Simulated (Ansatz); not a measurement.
Thickness series in hypothetical diamond Cu

The reference is Cu in the diamond structure (space group Fd-3m, No. 227; a = 5.351 Å; a hypothetical phase, not in the database extracts checked). Axes: x, y, z lie along the cube axes.

Free-standing slabs (2 atom(s) a layer) normal to [110] with 15 Å of vacuum; in-plane cell held at bulk.

Computed with DFT with PBE, PAW potentials and a 420 eV plane-wave cutoff in Ansatz (a program for electronic structure), no spin-orbit coupling.

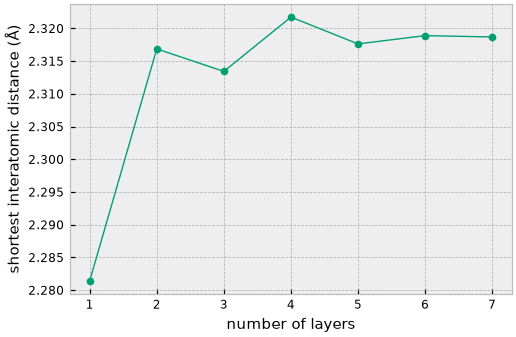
Figure: Shortest interatomic distance against number of layers

| number of layers | shortest interatomic distance |
|---|---|
| 1 | 2.281 Å |
| 2 | 2.317 Å |
| 3 | 2.313 Å |
| 4 | 2.322 Å |
| 5 | 2.318 Å |
| 6 | 2.319 Å |
| 7 | 2.319 Å |

Whether these cells are dynamically stable was not tested. All final runs are without spin polarisation.
